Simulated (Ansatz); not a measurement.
# AlGeH4Cl (SMILES [Cl][AlH][GeH3]) at CAM-B3LYP/def2-SVP

Aim: the energy change on altering one bond length of AlGeH4Cl at CAM-B3LYP/def2-SVP, from 2 runs. 

The calculation is run with Ansatz 0.2.0.

66 further runs of the same task are left out: 66 set aside as unsound or not needed. Runs told in other sessions of the task aren't counted.

### Step 1. The molecule

AlGeH4Cl: 7 atoms, total charge 0, spin state singlet. As SMILES, `[Cl][AlH][GeH3]`. The coordinates come from a PBE0-D4/def2-TZVP relaxation.

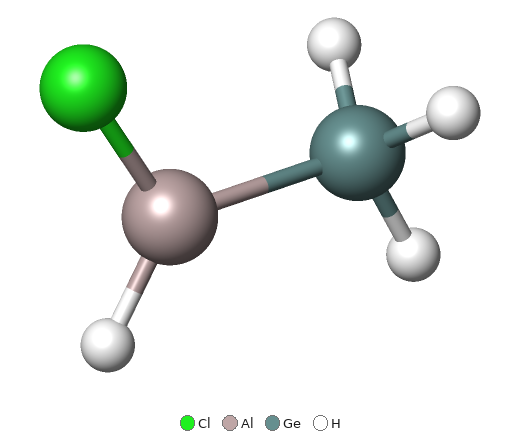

Viewed from a chosen angle; chlorine green, aluminium light grey, germanium teal, hydrogen white.

### Step 2. The energy at CAM-B3LYP/def2-SVP

File in.yaml:

```yaml
crystal:
  periodic: [false, false, false]
  atoms:
    - {symbol: Cl, position_ang: [-2.499300, -1.527200, -0.126900]}
    - {symbol: Al, position_ang: [-0.425400, -1.314700, 0.144500]}
    - {symbol: Ge, position_ang: [0.501100, 0.959800, -0.093300]}
    - {symbol: H, position_ang: [0.379500, -2.632000, 0.480000]}
    - {symbol: H, position_ang: [0.225700, 1.522500, -1.499900]}
    - {symbol: H, position_ang: [-0.144000, 1.926400, 0.916800]}
    - {symbol: H, position_ang: [2.023700, 0.997300, 0.133100]}
basis:
  gaussian: {orbitals: def2-SVP}
hamiltonian: {xc: {name: CAM-B3LYP}}
accuracy: high
output: {orbitals: {seedname: orbitals}}
```

Run with:

```console
$ ansatz run in.yaml --threads 1 --pin off --max-ram 2610MiB --events-out events.jsonl --progress --plain --runs-dir runs
```

Output:

```text
Warning: RAYON_NUM_THREADS=1 ignored (pool sized by the plan → 1); use --threads N
Functional definition: CAM-B3LYP
  name "CAM-B3LYP"
  parameter alpha = 0.19
  parameter beta = 0.46
  parameter omega = 0.33/bohr
  parameter ac = 0.81
  exchange = (1 - alpha - beta)*b88_x + beta*b88_x_sr(omega) + alpha*exact_x + beta*exact_x_lr(omega)
  correlation = (1 - ac)*vwn5_c + ac*lyp_c
1768 factors; integrals over basis functions are off by at most 6.3e-9 eV
430 factors; integrals over basis functions are off by at most 1.8e-9 eV
mean field evaluation 1: about -75694.2864 eV, gradient 1.8e1 eV
mean field evaluation 2: about -75694.6329 eV, gradient 1.5e1 eV
mean field evaluation 4: about -75695.0027 eV, gradient 5.7e-1 eV
mean field evaluation 8: about -75695.0638 eV, gradient 4.7e-3 eV
mean field evaluation 16: about -75695.0638 eV, gradient 2.7e-6 eV
mean field -75695.06378434 eV, -2781.7422861175 hartree, gradient 2.9e-8 eV, S^2 0.000000; 0 other end points of the search recorded, 0 dependent functions left out
reference -75695.06380493 eV, -2781.7422868743 hartree; 33, 33 occupied and 55, 55 virtual orbitals, 1768 factors
Total energy: -75695.06380493 eV, -2781.7422868743 hartree
```

Run time: 11 s. Hardware: 1 thread of Arm Neoverse V1, shared host; peak memory 0.35 GiB.

### Step 3. The distorted shape, same level

File molecule.yaml:

```yaml
crystal:
  periodic: [false, false, false]
  atoms:
    - {symbol: Cl, position_ang: [-2.638288, -1.868407, -0.091227]}
    - {symbol: Al, position_ang: [-0.564388, -1.655907, 0.180173]}
    - {symbol: Ge, position_ang: [0.501100, 0.959800, -0.093300]}
    - {symbol: H, position_ang: [0.240512, -2.973207, 0.515673]}
    - {symbol: H, position_ang: [0.225700, 1.522500, -1.499900]}
    - {symbol: H, position_ang: [-0.144000, 1.926400, 0.916800]}
    - {symbol: H, position_ang: [2.023700, 0.997300, 0.133100]}
basis:
  gaussian:
    orbitals: def2-SVP
hamiltonian:
  xc: {name: CAM-B3LYP}
accuracy: high
output:
  orbitals: {seedname: orbitals}
```

Run with:

```console
$ ansatz run molecule.yaml --threads 1 --pin off --max-ram 2610MiB --events-out events.jsonl --progress --plain --runs-dir runs
```

Output:

```text
Warning: RAYON_NUM_THREADS=1 ignored (pool sized by the plan → 1); use --threads N
Functional definition: CAM-B3LYP
  name "CAM-B3LYP"
  parameter alpha = 0.19
  parameter beta = 0.46
  parameter omega = 0.33/bohr
  parameter ac = 0.81
  exchange = (1 - alpha - beta)*b88_x + beta*b88_x_sr(omega) + alpha*exact_x + beta*exact_x_lr(omega)
  correlation = (1 - ac)*vwn5_c + ac*lyp_c
1749 factors; integrals over basis functions are off by at most 6.3e-9 eV
435 factors; integrals over basis functions are off by at most 2.1e-9 eV
mean field evaluation 1: about -75693.7802 eV, gradient 1.9e1 eV
mean field evaluation 2: about -75694.1849 eV, gradient 1.5e1 eV
mean field evaluation 4: about -75694.5844 eV, gradient 5.1e-1 eV
mean field evaluation 8: about -75694.6442 eV, gradient 5.5e-3 eV
mean field evaluation 16: about -75694.6442 eV, gradient 2.5e-6 eV
mean field -75694.64415931 eV, -2781.7268651821 hartree, gradient 3.2e-8 eV, S^2 0.000000; 0 other end points of the search recorded, 0 dependent functions left out
reference -75694.64418034 eV, -2781.7268659547 hartree; 33, 33 occupied and 55, 55 virtual orbitals, 1749 factors
Total energy: -75694.64418034 eV, -2781.7268659547 hartree
```

Run time: 10 s. Hardware: 1 thread of Arm Neoverse V1, shared host; peak memory 0.34 GiB.

### Step 4. Outcome

Level: CAM-B3LYP/def2-SVP.

| quantity | value |
| --- | --- |
| first shape: total energy | -2781.74229 Eh |
| first shape: HOMO energy | -8.96 eV |
| first shape: LUMO energy | -0.89 eV |
| first shape: HOMO–LUMO gap | 8.06 eV |
| distorted shape: total energy | -2781.72687 Eh |
| distorted shape: HOMO energy | -8.46 eV |
| distorted shape: LUMO energy | -0.86 eV |
| distorted shape: HOMO–LUMO gap | 7.61 eV |
| energy change with the Al2–Ge3 bond stretched from 2.467 to 2.838 Å | 0.420 eV |

**Reading.** With the Al2–Ge3 bond stretched from 2.467 to 2.838 Å the energy rises by 0.42 eV (40.5 kJ/mol). The first shape isn't relaxed at this level, so the change isn't measured from a minimum.
